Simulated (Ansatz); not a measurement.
**A computed series for BeSe: pressure series**

Consider BeSe in the zinc blende structure (space group F-43m, No. 216).

```
BeSe
1.0
    0.00000     2.58889     2.58889
    2.58889     0.00000     2.58889
    2.58889     2.58889     0.00000
Se Be
1 1
Direct
  0.75000   0.75000   0.75000
  0.00000   0.00000   0.00000
```

Cell and atoms are relaxed at each pressure.

Computed with PBE (Ansatz, an electronic-structure program), without spin-orbit coupling.

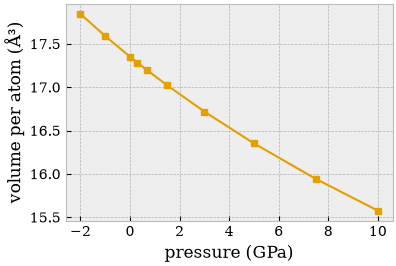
Figure: Volume per atom against pressure

```json
[
 {"pressure (GPa)": "-2", "volume per atom": "17.84 Å³"},
 {"pressure (GPa)": "-1", "volume per atom": "17.59 Å³"},
 {"pressure (GPa)": "0.3", "volume per atom": "17.28 Å³"},
 {"pressure (GPa)": "0.7", "volume per atom": "17.19 Å³"},
 {"pressure (GPa)": "1.5", "volume per atom": "17.02 Å³"},
 {"pressure (GPa)": "3", "volume per atom": "16.72 Å³"},
 {"pressure (GPa)": "5", "volume per atom": "16.35 Å³"},
 {"pressure (GPa)": "7.5", "volume per atom": "15.94 Å³"},
 {"pressure (GPa)": "10", "volume per atom": "15.58 Å³"}
]
```

Load acts through the strain it causes; cell and atoms are relaxed under it. Whether these cells are dynamically stable was not tested. Competing high-pressure phases were not computed.
